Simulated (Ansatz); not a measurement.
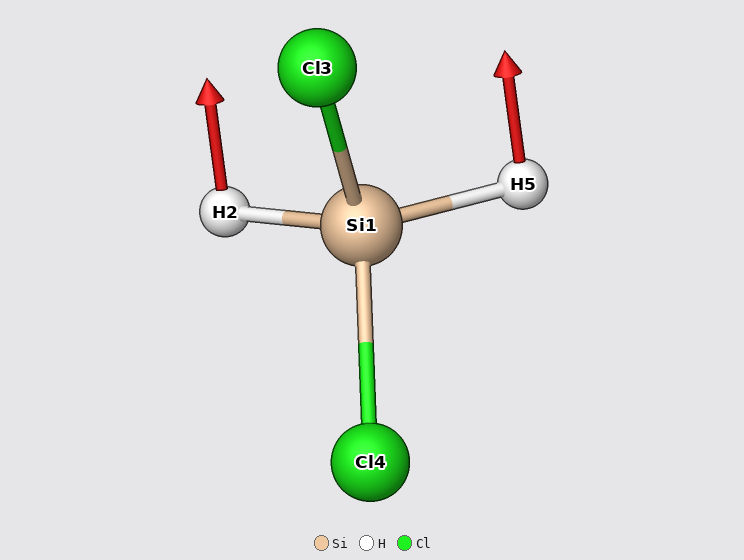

The arrows show one normal mode. Harmonic vibrations computed with RKS PBE0-D4/def2-TZVP (Ansatz 0.2.0) at a stationary point of the same level.

Q: Describe the motion.

A: Mostly Cl–Si–H bending.

Q: Estimate its harmonic wavenumber.

A: 870 cm⁻¹; it is mode 6 of 9 counted from the lowest.
